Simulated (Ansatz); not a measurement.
# One shape, several levels: C2H6Cl2Si (SMILES C[Si](C)(Cl)Cl)

We compute a comparison of 6 runs (HF/STO-3G, B2PLYP/def2-SVP, HSE06/def2-SVP, PBE-QIDH/def2-SVP, PBE0/def2-SVP, r2SCAN/def2-SVP) of C2H6Cl2Si. 

Program for the calculation: Ansatz 0.2.0.

81 further runs of the same task are left out: 81 set aside as unsound or not needed.

## 1. The system as given

C2H6Cl2Si: 11 atoms, total charge 0, spin state singlet. SMILES: `C[Si](C)(Cl)Cl`. The Si2–Cl5 distance was set to 3.087 Å, away from the relaxed value. At this shape a bond of the SMILES string is far longer than usual.

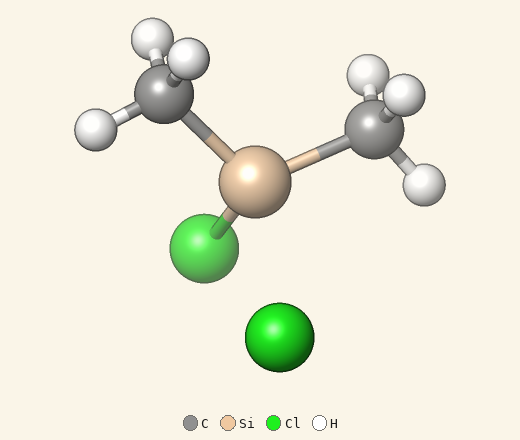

The structure, seen from a chosen angle (carbon grey, silicon light orange, chlorine green, hydrogen white).

## 2. A single-point energy at HF/STO-3G (run 1)

in.yaml reads:

```yaml
crystal:
  periodic: [false, false, false]
  atoms:
    - {symbol: C, position_ang: [-1.825262, -0.705394, 0.510270]}
    - {symbol: Si, position_ang: [-0.301042, -0.564944, -0.529750]}
    - {symbol: C, position_ang: [1.063448, -1.719344, -0.050020]}
    - {symbol: Cl, position_ang: [-0.808312, -0.926164, -2.491400]}
    - {symbol: Cl, position_ang: [0.750400, 2.332220, -0.351670]}
    - {symbol: H, position_ang: [-1.591362, -0.489644, 1.555630]}
    - {symbol: H, position_ang: [-2.585442, 0.001126, 0.172490]}
    - {symbol: H, position_ang: [-2.236802, -1.715494, 0.444150]}
    - {symbol: H, position_ang: [1.373918, -1.530804, 0.980560]}
    - {symbol: H, position_ang: [1.927518, -1.582634, -0.702590]}
    - {symbol: H, position_ang: [0.728118, -2.756154, -0.131260]}
basis:
  gaussian: {orbitals: STO-3G}
output: {orbitals: {seedname: orbitals}}
hamiltonian: {xc: hf}
accuracy: high
```

The run is started by

```
$ ansatz run in.yaml --threads 1 --pin off --max-ram 3480MiB --events-out events.jsonl --progress --plain --runs-dir runs
```

Standard output:

```text
Warning: RAYON_NUM_THREADS=1 ignored (pool sized by the plan → 1); use --threads N
Functional definition: HF
  name "HF"
  exchange = exact_x
  correlation = 0
883 factors; integrals over basis functions are off by at most 2.4e-8 eV
mean field evaluation 1: about -34638.3331 eV, gradient 2.2e1 eV
mean field evaluation 2: about -34638.4403 eV, gradient 2.2e1 eV
mean field evaluation 4: about -34642.1845 eV, gradient 1.6e0 eV
mean field evaluation 8: about -34642.1976 eV, gradient 7.7e-2 eV
mean field -34642.19770470 eV, -1273.0772843228 hartree, gradient 1.6e-8 eV, S^2 0.000000; 0 other end points of the search recorded, 0 dependent functions left out
reference -34642.19770470 eV, -1273.0772843228 hartree; 33, 33 occupied and 10, 10 virtual orbitals, 883 factors
Total energy: -34642.19770470 eV, -1273.0772843228 hartree
```

Run time: 0.67 s. Hardware: 1 thread of Arm Neoverse V1, shared host; peak memory 0.1 GiB.

## 3. A single-point energy at B2PLYP/def2-SVP (run 2)

in.yaml: that of step 2 with these lines changed.

```diff
@@ -15,5 +15,9 @@
 basis:
-  gaussian: {orbitals: STO-3G}
+  gaussian:
+    orbitals: def2-SVP
+hamiltonian:
+  xc: {name: B2PLYP}
+correlation:
+  frozen_orbitals: {C: 1, Cl: 5, H: 0, Si: 5}
+accuracy: high
 output: {orbitals: {seedname: orbitals}}
-hamiltonian: {xc: hf}
-accuracy: high
```

The run is started by

```
$ ansatz run in.yaml --threads 1 --pin off --max-ram 3480MiB --events-out events.jsonl --progress --plain --runs-dir runs
```

Standard output (excerpt; [...] marks lines left out):

```text
Warning: RAYON_NUM_THREADS=1 ignored (pool sized by the plan → 1); use --threads N
Functional definition: B2PLYP
  name "B2PLYP"
[...]
2477 factors; integrals over basis functions are off by at most 9.2e-9 eV
[...]
mean field -35063.88820266 eV, -1288.5741242906 hartree, gradient 3.4e-8 eV, S^2 0.000000; 0 other end points of the search recorded, 0 dependent functions left out
17 core orbitals not correlated: weight in the atoms' cores, before any rotation towards them, 1.000 or more for the frozen orbitals, at most 0.000 for the correlated occupied ones
reference -35063.88822949 eV, -1288.5741252767 hartree; 16, 16 occupied and 79, 79 virtual orbitals, 2477 factors
second order -21.74168199 eV of doubles, -0.00000000 eV of singles
Total energy: -35069.75848363 eV, -1288.7898531372 hartree
```

Wall time 26 s (1 thread of Arm Neoverse V1, shared host); peak memory 0.46 GiB.

Run 3 isn't shown in full; the table further down has it.

## 4. A single-point energy at PBE-QIDH/def2-SVP (run 4)

molecule.yaml reads:

```yaml
crystal:
  periodic: [false, false, false]
  atoms:
    - {symbol: C, position_ang: [-1.825262, -0.705394, 0.510270]}
    - {symbol: Si, position_ang: [-0.301042, -0.564944, -0.529750]}
    - {symbol: C, position_ang: [1.063448, -1.719344, -0.050020]}
    - {symbol: Cl, position_ang: [-0.808312, -0.926164, -2.491400]}
    - {symbol: Cl, position_ang: [0.750400, 2.332220, -0.351670]}
    - {symbol: H, position_ang: [-1.591362, -0.489644, 1.555630]}
    - {symbol: H, position_ang: [-2.585442, 0.001126, 0.172490]}
    - {symbol: H, position_ang: [-2.236802, -1.715494, 0.444150]}
    - {symbol: H, position_ang: [1.373918, -1.530804, 0.980560]}
    - {symbol: H, position_ang: [1.927518, -1.582634, -0.702590]}
    - {symbol: H, position_ang: [0.728118, -2.756154, -0.131260]}
basis:
  gaussian:
    orbitals: def2-SVP
hamiltonian:
  xc: {name: PBE-QIDH}
correlation:
  frozen_orbitals: {C: 1, Cl: 5, H: 0, Si: 5}
accuracy: high
output:
  orbitals: {seedname: orbitals}
```

The run is started by

```
$ ansatz run molecule.yaml --threads 1 --pin off --max-ram 3480MiB --events-out events.jsonl --progress --plain --runs-dir runs
```

Standard output (excerpt; [...] marks lines left out):

```text
Warning: RAYON_NUM_THREADS=1 ignored (pool sized by the plan → 1); use --threads N
Functional definition: PBE-QIDH
  name "PBE-QIDH"
[...]
2477 factors; integrals over basis functions are off by at most 9.2e-9 eV
[...]
mean field -35053.95240910 eV, -1288.2089906122 hartree, gradient 8.6e-8 eV, S^2 0.000000; 0 other end points of the search recorded, 0 dependent functions left out
17 core orbitals not correlated: weight in the atoms' cores, before any rotation towards them, 1.000 or more for the frozen orbitals, at most 0.000 for the correlated occupied ones
reference -35053.95241009 eV, -1288.2089906484 hartree; 16, 16 occupied and 79, 79 virtual orbitals, 2477 factors
second order -20.07471903 eV of doubles, -0.00000000 eV of singles
Total energy: -35060.64398310 eV, -1288.4549014208 hartree
```

Run time: 24 s. Hardware: 1 thread of Arm Neoverse V1, shared host; peak memory 0.46 GiB.

Run 5 isn't shown in full; the table further down has it.

## 5. A single-point energy at r2SCAN/def2-SVP (run 6)

in.yaml: that of step 3 with these lines changed.

```diff
@@ -18,6 +18,5 @@
 hamiltonian:
-  xc: {name: B2PLYP}
-correlation:
-  frozen_orbitals: {C: 1, Cl: 5, H: 0, Si: 5}
+  xc: r2scan
+output:
+  orbitals: {seedname: orbitals}
 accuracy: high
-output: {orbitals: {seedname: orbitals}}
```

The run is started by

```
$ ansatz run in.yaml --threads 1 --pin off --max-ram 3480MiB --events-out events.jsonl --progress --plain --runs-dir runs
```

Standard output:

```text
Warning: RAYON_NUM_THREADS=1 ignored (pool sized by the plan → 1); use --threads N
Functional definition: r2SCAN
  name "r2SCAN"
  parameter k0 = 0.174
  parameter k1 = 0.065
  parameter a1 = 4.9479
  exchange = r2scan_x(k0 = k0, k1 = k1, a1 = a1)
  correlation = r2scan_c
2477 factors; integrals over basis functions are off by at most 9.2e-9 eV
mean field evaluation 1: about -35069.8216 eV, gradient 6.5e1 eV
mean field evaluation 2: about -35054.9493 eV, gradient 9.0e1 eV
mean field evaluation 4: about -35080.4366 eV, gradient 6.4e0 eV
mean field evaluation 8: about -35080.5523 eV, gradient 2.7e-1 eV
mean field evaluation 16: about -35080.5525 eV, gradient 1.7e-5 eV
mean field -35080.55251687 eV, -1289.1865265425 hartree, gradient 2.7e-8 eV, S^2 0.000000; 0 other end points of the search recorded, 0 dependent functions left out
reference -35080.55251760 eV, -1289.1865265693 hartree; 33, 33 occupied and 79, 79 virtual orbitals, 2477 factors
Total energy: -35080.55251760 eV, -1289.1865265693 hartree
```

Run time: 25 s. Hardware: 1 thread of Arm Neoverse V1, shared host; peak memory 0.4 GiB.

## 6. All runs side by side

```
run              level  frozen core orbitals   energy (Eh)  HOMO energy (eV)  LUMO energy (eV)  HOMO–LUMO gap (eV)  wall time
  1          HF/STO-3G                     –  -1273.077284             -7.27              1.64                8.91     0.67 s
  2    B2PLYP/def2-SVP                    17  -1288.789853             -8.03             -1.80                6.23       26 s
  3     HSE06/def2-SVP                     –  -1288.766782             -6.50             -3.39                3.12       18 s
  4  PBE-QIDH/def2-SVP                    17  -1288.454901             -9.06             -1.40                7.66       24 s
  5      PBE0/def2-SVP                     –  -1288.793435             -6.91             -3.02                3.89       18 s
  6    r2SCAN/def2-SVP                     –  -1289.186527             -5.86             -3.67                2.19       25 s
```

## 7. What came out

```
            quantity           value
 run 6: total energy  -1289.18653 Eh
  run 6: HOMO energy        -5.86 eV
  run 6: LUMO energy        -3.67 eV
run 6: HOMO–LUMO gap         2.19 eV
```

The HOMO–LUMO gap runs from 2.19 eV (r2SCAN/def2-SVP) to 8.91 eV (HF/STO-3G). The two ends differ in method and basis. Totals of different functionals can't be ranked against each other. In run 1 the basis is minimal, so the values are rough. All runs together took 1.9 min, the longest 26 s.
